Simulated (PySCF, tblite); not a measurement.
# C₃H₁₀BO₂PSi+ (doublet): geometry, infrared bands and EPR parameters

What infrared bands and EPR parameters should C₃H₁₀BO₂PSi+ (doublet) (`B[PH+][SiH]1OCCCO1`) show?

Computed with tblite 0.8.0 and PySCF 2.14.0, with density-fitted response routines of our own, on a single molecule in the gas phase. Atoms are numbered from 0 throughout.

**1. The starting structure**

18 atoms, charge 1, multiplicity 2; geometry from: force field or distance geometry start.

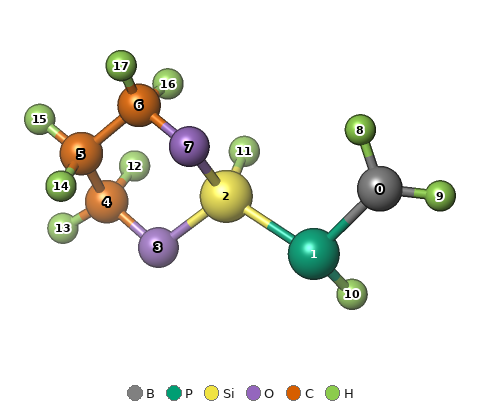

As it starts; boron grey, phosphorus teal, silicon yellow, oxygen purple, carbon orange, hydrogen green, atoms numbered.

**2. Relaxing the molecule with GFN2-xTB**

What the job is given:

```
{"job": {"kind": "relax", "xc": "GFN2-xTB", "basis": "xTB"}, "charge": 1, "multiplicity": 2}
B      3.543700     1.212400    -0.264700
P      2.577200    -0.207000     0.615100
Si     0.602200    -0.354600    -0.252000
O     -0.446800    -1.464400     0.537000
C     -1.669500    -1.398700    -0.135200
C     -2.260700     0.008600    -0.080500
C     -1.390900     1.010700    -0.817600
O     -0.195900     1.178700    -0.079700
H      2.904200     1.927000    -0.973300
H      4.676700     1.121200    -0.534900
H      3.379800    -1.417100     0.446900
H      0.594700    -0.780000    -1.671400
H     -1.404600    -1.544100    -1.209100
H     -2.391400    -2.153100     0.203600
H     -2.389400     0.305300     0.982800
H     -3.236400    -0.004400    -0.607300
H     -1.055300     0.571200    -1.784200
H     -1.846500     1.994600    -0.916600
```

The run is started by

```
> OMP_NUM_THREADS=1 python probes_run.py task.json out
```

One launch serves the whole session: the jobs run in the order shown.

The log of the run:

```text
step      E/eV     max force
  0    -672.55082    3.332
  1    -673.01390    1.863
  2    -673.20966    1.891
  3    -673.29261    0.967
  4    -673.44122    0.476
  5    -673.48918    0.575
  6    -673.53949    0.534
  7    -673.58105    0.517
  8    -673.62126    0.517
  9    -673.66407    0.604
 10    -673.70416    0.536
 11    -673.74580    0.482
 12    -673.79519    0.521
 13    -673.84489    0.628
 14    -673.88070    0.567
 15    -673.90049    0.360
 16    -673.91284    0.260
 17    -673.92489    0.248
 18    -673.93763    0.287
 19    -673.94992    0.317
 20    -673.96302    0.289
 21    -673.97833    0.350
 22    -673.99350    0.455
 23    -674.00831    0.473
 24    -674.02196    0.299
 25    -674.03254    0.226
 26    -674.04111    0.284
 27    -674.05232    0.295
 28    -674.06180    0.301
 29    -674.07167    0.277
 30    -674.08039    0.210
 31    -674.08887    0.276
 32    -674.10009    0.356
 33    -674.11752    0.387
 34    -674.13301    0.394
 35    -674.15088    0.292
 36    -674.15925    0.200
 37    -674.16808    0.196
 38    -674.17500    0.218
 39    -674.18441    0.200
 40    -674.19118    0.210
 41    -674.19724    0.227
 42    -674.20171    0.193
 43    -674.20899    0.164
 44    -674.21493    0.193
 45    -674.22193    0.200
 46    -674.22655    0.148
 47    -674.22950    0.172
 48    -674.23204    0.139
 49    -674.23481    0.128
 50    -674.23814    0.137
 51    -674.24012    0.086
 52    -674.24159    0.076
 53    -674.24265    0.077
 54    -674.24382    0.067
 55    -674.24508    0.078
 56    -674.24630    0.079
 57    -674.24731    0.067
 58    -674.24819    0.064
 59    -674.24907    0.078
 60    -674.25008    0.079
 61    -674.25118    0.085
 62    -674.25218    0.075
 63    -674.25286    0.055
 64    -674.25335    0.046
 65    -674.25378    0.050
 66    -674.25424    0.058
 67    -674.25457    0.039
 68    -674.25479    0.029
 69    -674.25497    0.032
 70    -674.25516    0.037
 71    -674.25532    0.032
 72    -674.25545    0.036
 73    -674.25557    0.049
 74    -674.25573    0.053
 75    -674.25594    0.042
 76    -674.25611    0.024
 77    -674.25621    0.018
 78    -674.25627    0.019
 79    -674.25635    0.020
 80    -674.25647    0.024
 81    -674.25662    0.023
 82    -674.25676    0.025
 83    -674.25687    0.024
 84    -674.25698    0.022
 85    -674.25713    0.023
 86    -674.25731    0.034
 87    -674.25749    0.035
 88    -674.25762    0.025
 89    -674.25771    0.023
 90    -674.25778    0.025
 91    -674.25786    0.024
 92    -674.25795    0.021
 93    -674.25804    0.019
 94    -674.25811    0.019
 95    -674.25817    0.018
 96    -674.25823    0.015
 97    -674.25828    0.017
 98    -674.25833    0.014
 99    -674.25836    0.018
100    -674.25840    0.021
101    -674.25846    0.020
102    -674.25854    0.019
103    -674.25862    0.021
104    -674.25868    0.022
105    -674.25874    0.021
106    -674.25881    0.021
107    -674.25891    0.024
108    -674.25905    0.025
109    -674.25917    0.019
110    -674.25926    0.020
111    -674.25932    0.015
112    -674.25937    0.014
113    -674.25941    0.013
114    -674.25943    0.011
115    -674.25945    0.012
116    -674.25947    0.008
```

Wall time 0.83 s (1 thread of Arm Neoverse V2, shared host).

Step by step: (not every step is listed)

```tsv
step	energy from step 0 (eV)	largest force (eV/Å)
0	0.0000	3.3321
1	-0.4631	1.8630
2	-0.6588	1.8910
3	-0.7418	0.9669
4	-0.8904	0.4760
5	-0.9384	0.5753
6	-0.9887	0.5338
7	-1.0302	0.5169
8	-1.0704	0.5175
18	-1.3868	0.2866
28	-1.5110	0.3009
38	-1.6242	0.2180
48	-1.6812	0.1394
58	-1.6974	0.0637
68	-1.7040	0.0294
78	-1.7054	0.0191
88	-1.7068	0.0250
98	-1.7075	0.0143
108	-1.7082	0.0249
111	-1.7085	0.0148
112	-1.7085	0.0137
113	-1.7086	0.0132
114	-1.7086	0.0107
115	-1.7086	0.0119
116	-1.7086	0.0083
```

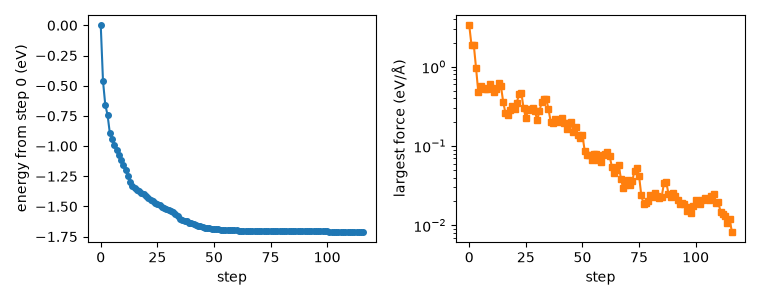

Energy and force, step by step.

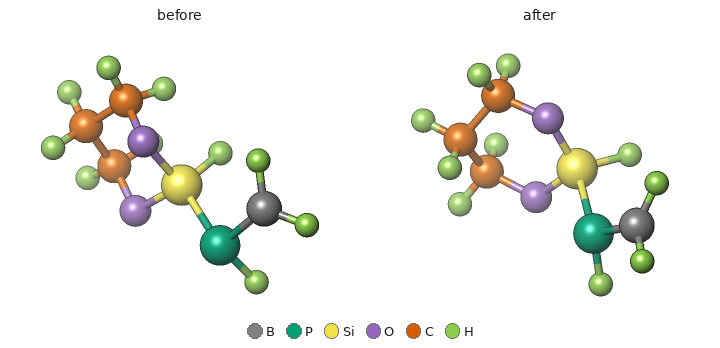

The geometry before (left) and after (right).

Distances of close pairs at the start and the end, largest changes first:

```tsv
bond	before (Å)	after (Å)	change (Å)
P1–Si2	2.162	2.305	+0.143
Si2–O7	1.737	1.603	-0.134
Si2–O3	1.719	1.603	-0.116
B0–P1	1.929	1.827	-0.102
P1–H10	1.462	1.386	-0.075
Si2–H11	1.482	1.453	-0.029
O3–C4	1.397	1.426	+0.029
B0–H8	1.192	1.167	-0.026
```

The end geometry stands in the next job.

**3. Infrared spectrum with GFN2-xTB**

What the job is given:

```
{"job": {"kind": "ir", "xc": "GFN2-xTB", "basis": "xTB"}, "charge": 1, "multiplicity": 2}
B      3.709600     1.174445     0.007103
P      2.355188    -0.009258     0.329390
Si     0.583505    -0.474376    -1.070355
O     -0.292570    -1.564465    -0.287907
C     -1.696570    -1.402094    -0.101288
C     -2.076432     0.055565     0.127552
C     -1.644554     0.950548    -1.026868
O     -0.237650     0.890853    -1.247583
H      3.674926     1.826673    -0.959468
H      4.557442     1.329140     0.791779
H      2.835299    -1.177164     0.901913
H      1.158074    -0.967357    -2.310354
H     -2.201926    -1.801533    -0.984554
H     -1.962611    -2.012500     0.764247
H     -1.594681     0.406185     1.042886
H     -3.155524     0.127731     0.251134
H     -2.143599     0.658002    -1.954158
H     -1.876676     1.995921    -0.814644
```

The log of the run:

```text
mode    cm-1     km/mol
  1     -17.0      1.66
  2      64.4      3.15
  3      76.7      2.32
  4     111.1      7.86
  5     131.7      0.92
  6     145.0      3.70
  7     213.0     34.85
  8     287.0      0.99
  9     341.3     58.09
 10     351.0     22.84
 11     398.5     23.09
 12     399.7     10.86
 13     560.4     16.60
 14     563.9     21.00
 15     615.1     29.79
 16     650.1    132.50
 17     692.4     71.19
 18     754.1     12.09
 19     780.8      3.93
 20     792.6     38.09
 21     842.5    119.15
 22     893.3      3.59
 23     911.9     38.35
 24     921.2      9.06
 25    1038.4     70.88
 26    1095.5     39.45
 27    1100.4     13.24
 28    1102.2      0.12
 29    1120.4    300.74
 30    1169.0      0.70
 31    1204.9     34.47
 32    1228.5      2.43
 33    1306.8      3.39
 34    1320.7      3.54
 35    1334.5      3.84
 36    1444.6     13.94
 37    1457.2     10.62
 38    1465.9     14.22
 39    2332.9     55.18
 40    2347.4     12.29
 41    2658.0      2.15
 42    2710.9      5.10
 43    2955.5      8.76
 44    2958.2      6.91
 45    2979.1      6.25
 46    2982.8      6.38
 47    2989.6     24.43
 48    3029.1      2.32
```

Run time: 0.62 s. Hardware: 1 thread of Arm Neoverse V2, shared host.

The strongest bands and the atoms that carry them (share of the mass-weighted mode):

```tsv
cm⁻¹	km/mol	atoms
341	58.1	Si2 34 %, P1 13 %
650	132.5	H11 82 %
692	71.2	H9 34 %, H8 31 %, B0 19 %, H10 11 %
842	119.2	Si2 30 %, O3 14 %, C4 13 %, O7 13 %
1038	70.9	H15 24 %, O7 19 %, O3 18 %, Si2 15 %
1096	39.5	C5 16 %, C6 15 %, C4 15 %
1120	300.7	O7 22 %, O3 22 %, C6 18 %, C4 17 %
2333	55.2	H11 97 %
```

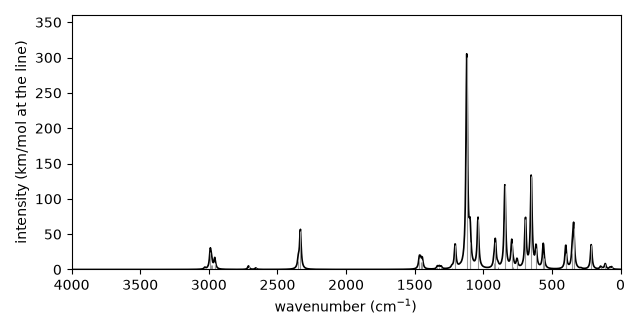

The infrared spectrum from these modes, unscaled. Lines are broadened to a width of 14 cm⁻¹ (Lorentzian).

**4. EPR parameters: B3LYP/pcH-1**

The job, as its differences from that of step 3:

```diff
@@ -1,2 +1,2 @@
-{"job": {"kind": "ir", "xc": "GFN2-xTB", "basis": "xTB"}, "charge": 1, "multiplicity": 2}
+{"job": {"kind": "epr", "basis": "pcH-1"}, "charge": 1, "multiplicity": 2}
 B      3.709600     1.174445     0.007103
```

Level: UKS B3LYP, pcH-1 on B C H O P Si, non-relativistic, mean-field spin-orbit, GIAO.

The log of the run:

```text
UKS, coarse grid
  cycle   1  E = -926.07171820  |g| = 7.38e-01
  cycle   2  E = -925.16851662  |g| = 1.56e+00
  cycle   3  E = -926.23821593  |g| = 2.22e-01
  cycle   4  E = -926.26409814  |g| = 7.68e-02
  cycle   5  E = -926.26689476  |g| = 1.72e-02
  cycle   6  E = -926.26702488  |g| = 1.01e-02
  cycle   7  E = -926.26706203  |g| = 4.20e-03
  cycle   8  E = -926.26707097  |g| = 1.55e-03
  cycle   9  E = -926.26707308  |g| = 4.43e-04
UKS, final grid
  cycle   1  E = -926.26708009  |g| = 5.16e-04
  cycle   2  E = -926.26708013  |g| = 7.26e-04
  cycle   3  E = -926.26708035  |g| = 1.32e-04
  cycle   4  E = -926.26708038  |g| = 9.10e-05
  cycle   5  E = -926.26708040  |g| = 2.57e-05
  cycle   6  E = -926.26708040  |g| = 1.26e-05
E = -926.26708040 Eh   <S^2> = 0.7542 (exact 0.7500)
g shifts (ppm)      1          2          3
  rmc          -159       -159       -159
  gc             -6         39         41
  oz_so        -266       5786      11053
  total        -429       5667      10936
hyperfine (MHz)  atom isotope    a_iso     a_fc   dipolar eigenvalues
    0   11B      -5.88      -5.71     -9.17     -4.17     13.34
    1   31P     296.64     295.38   -289.36   -278.41    567.76
    2  29Si      33.88      33.91     -8.45      2.87      5.58
    3   17O       1.28       1.31     -2.24      0.87      1.37
    4   13C      -0.08      -0.08     -0.25     -0.10      0.35
    5   13C       0.20       0.20     -0.23     -0.21      0.43
    6   13C      -0.12      -0.12     -0.22     -0.08      0.31
    7   17O       1.27       1.32     -1.42      0.47      0.95
    8    1H      42.96      42.99     -6.05     -2.06      8.11
    9    1H      12.03      12.06     -5.31     -2.95      8.26
   10    1H     -39.03     -39.20    -14.87      1.05     13.82
   11    1H     123.17     123.18     -3.14      0.97      2.17
   12    1H       1.31       1.31     -0.63     -0.48      1.11
   13    1H       0.82       0.82     -0.69     -0.60      1.29
   14    1H      -0.09      -0.09     -1.17     -0.98      2.15
   15    1H       0.18       0.17     -0.47     -0.40      0.86
   16    1H       0.44       0.44     -0.61     -0.50      1.11
   17    1H       0.54       0.54     -0.66     -0.60      1.25
```

It took 2.4 min on 1 thread of Arm Neoverse V2, shared host; peak memory 1.1 GiB.

Principal g values 2.00189, 2.00799, 2.01326; g(iso) = 2.00771, against 2.00232 for a free electron.

Hyperfine couplings; where a row names several nuclei, a(iso) is their mean (it holds for fast rotation or exchange) and the dipolar term the largest among them:

```tsv
nuclei	isotope	a(iso) (MHz)	a(iso) (G, at g = 2.0023)	largest dipolar term (MHz)
P1	31P	296.6	105.8	567.8
H11	1H	123.2	43.9	-3.1
H10	1H	-39.0	-13.9	-14.9
Si2	29Si	33.9	12.1	-8.5
H8, H9	1H	27.5	9.8	8.3
B0	11B	-5.9	-2.1	13.3
O3, O7	17O	1.3	0.5	-2.2
H12, H16	1H	0.9	0.3	1.1
H13, H17	1H	0.7	0.2	1.3
C5	13C	0.2	0.1	0.4
H15	1H	0.2	0.1	0.9
C4, C6	13C	-0.1	0.0	0.4
H14	1H	-0.1	0.0	2.2
```

Mulliken spin populations:

B0 0.05; P1 0.90; Si2 -0.01; O3 0.01; C4 0.00; C5 0.00; C6 0.00; O7 0.00; H8 0.02; H9 0.00; H10 -0.03; H11 0.06; H12 0.00; H13 0.00; H14 0.00; H15 0.00; H16 0.00; H17 0.00

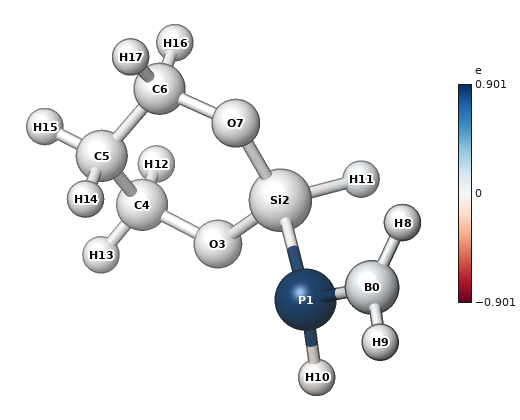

Mulliken spin populations, as colours on the atoms.

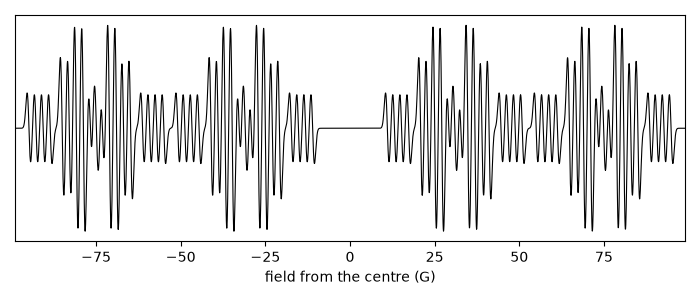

First-order isotropic spectrum (first derivative, main isotopes with spin only, couplings over 0.8 MHz, Gaussian width 0.5 G; couplings of the frozen geometry, rotation of groups not averaged beyond the rows shown).

Orbitals, density, ELF and potential are computed afterwards from the orbital file.

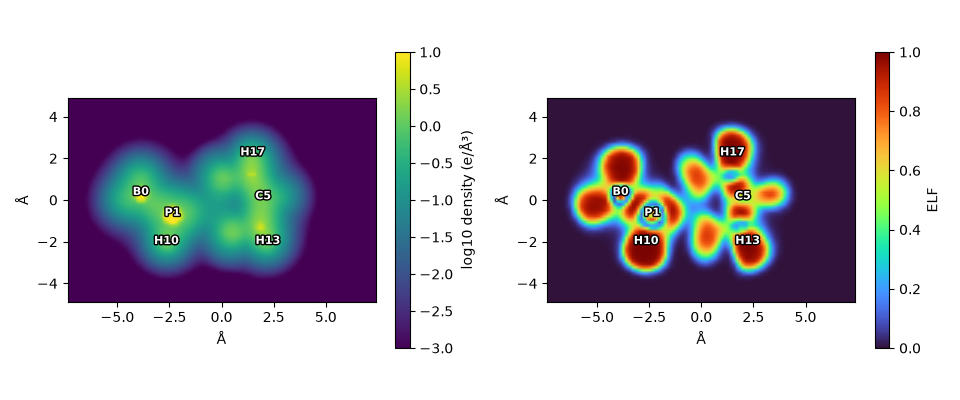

Density (left) and ELF (right) in a plane through or near 6 of the atoms.

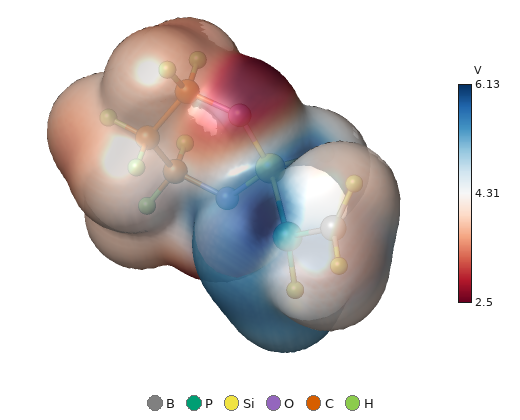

The potential that a unit positive charge feels on the 0.002 e/bohr³ surface, from 2.50 V near O3 to 6.13 V near B0.

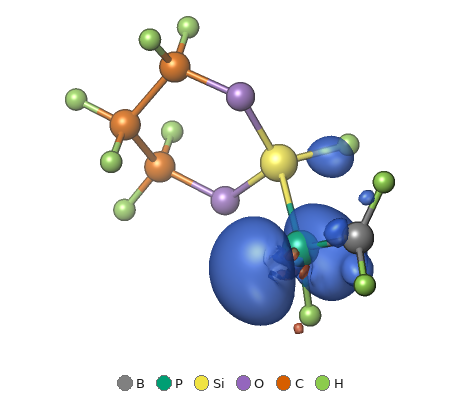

Spin density at ±0.04 e/Å³ (alpha excess blue, beta excess red).

**5. Summary of results**

| quantity | value |
| --- | --- |
| strongest single infrared mode (GFN2-xTB) | 1120 cm⁻¹, 301 km/mol |
| zero-point energy (GFN2-xTB) | 81.2 kcal/mol |
| g(iso) (B3LYP) | 2.00771 |
| ⟨S²⟩ | 0.754 (exact 0.75) |
| largest a(iso) (averaged by class) | 31P on P1, 296.6 MHz |

In words: Relaxing lowered the energy by 1.709 eV in 116 steps; the close pair that moved most is P1–Si2, from 2.162 to 2.305 Å. The lowest mode is slightly imaginary (17i cm⁻¹), a soft motion within the noise of the Hessian, so the minimum is not strictly shown. The strongest single mode, at 1120 cm⁻¹, is spread over several atoms, O7, O3, C6, C4 among them. GFN2-xTB is a fitted tight-binding method: band positions and strengths are rough. Its intensities can rank the bands wrongly. Most of the unpaired spin sits on P1 (0.90 e). The isotropic g lies 5.4 ppt above the free-electron value. These values are for one conformer; the search (at its own cheap level) found 2 more, at 0.49, 0.87 kcal/mol, and measured spectra average over such forms.
